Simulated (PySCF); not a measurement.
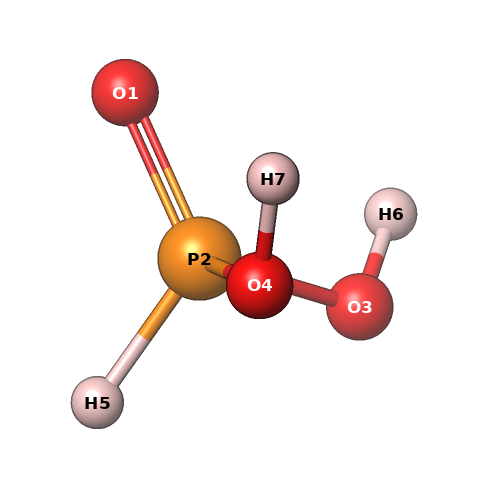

P2 lies behind O4. The molecule seen a little off the O4–P2 bond, O4 in front. Atoms fade into the background with distance from the viewer. Computed geometry: PBE0-D3(BJ)/def2-TZVP optimisation. No frequency run is at hand to confirm it as a minimum.

### What is the torsion angle H7–O4–P2–O3? The sign is positive where the front bond must turn clockwise to cover the back bond.

109°, anticlinal.
